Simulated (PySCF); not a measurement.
System: AsP (charge +1, doublet).

```xyz
2

As    0.0000    0.0000   -0.6099
P     0.0000    0.0000    1.4751
```

Computed with PBE0/x2c-SVPall, spin-free X2C-1e, Gaussian nucleus, at a bond length of 2.085 Å (PySCF).

> Predict the electron density, electron localisation function and spin density between the atoms.

As–P (2.08 Å): ρ is about 0.98 e/Å³ halfway; the ELF peaks at about 0.85 between the atoms, as expected for a covalent bond.
The unpaired spin (1 electron) lies mostly on P2 (about 0.5) and As1 (about 0.5), in electrons by Hirshfeld's partition.

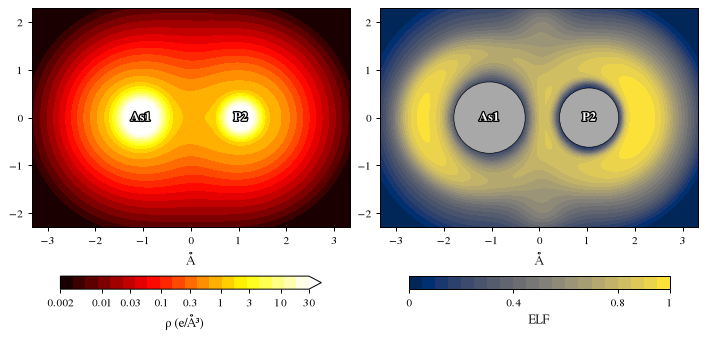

Computed electron density and electron localisation function on a plane that holds the molecular axis, in this order. Grey discs cover the atomic cores in the ELF map. 
